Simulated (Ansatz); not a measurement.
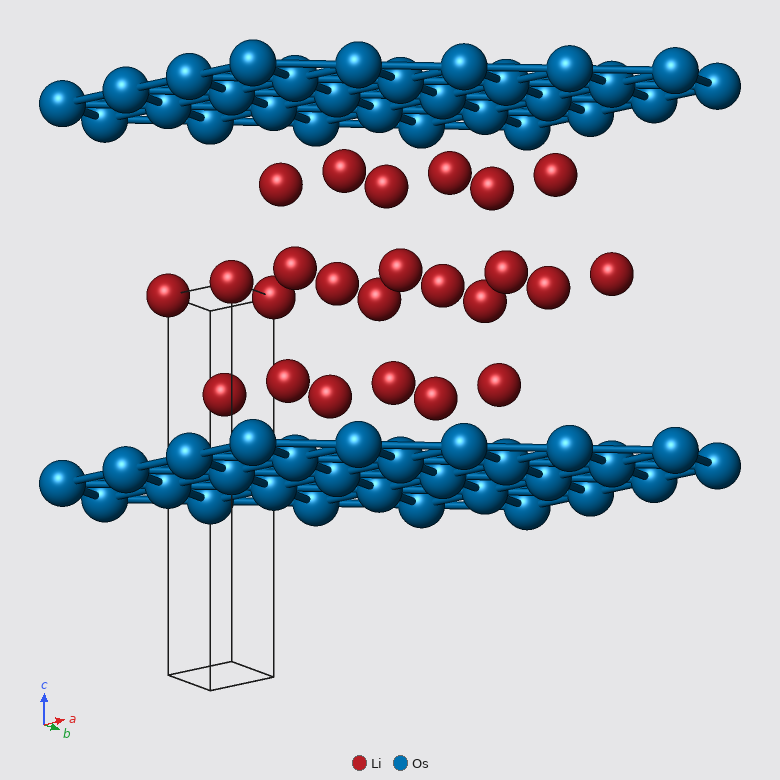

System Li3Os (space group P-3m1, No. 164); source of the atomic positions: the geometry relaxed with Ansatz 0.2.0, DFT PBE, scalar-relativistic, plane waves, PAW; the starting structure was generated, so it need not be a known form of this composition.

Bonds are taken as Os–Os below 3 Å; Li is left out of the net, as the electropositive filling of the structure. Atoms with one bond or none are removed and atoms with two bonds are replaced by edges, until no such atom is left.

Question: What kind of net remains, and which atoms are its nodes?

Answer: A uninodal 6-connected, two-periodic (layers) net: Os is a 6-connected node.

Question: Which named net is it?

Answer: It is the hxl net, known from the triangular lattice.

Question: How do the layers lie?

Answer: The layers lie parallel to (001).

Question: How many nodes does the smallest cycle have?

Answer: Three.

Question: Give the first ten terms of the coordination sequence (nodes one, two, three … edges away).

Answer: Os: 6, 12, 18, 24, 30, 36, 42, 48, 54, 60.

The simplified net, drawn on the atoms' positions. Nodes are coloured by element. One layer is drawn. Short stubs are edges that leave the cut-out.

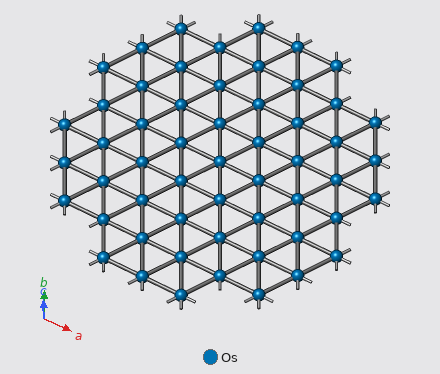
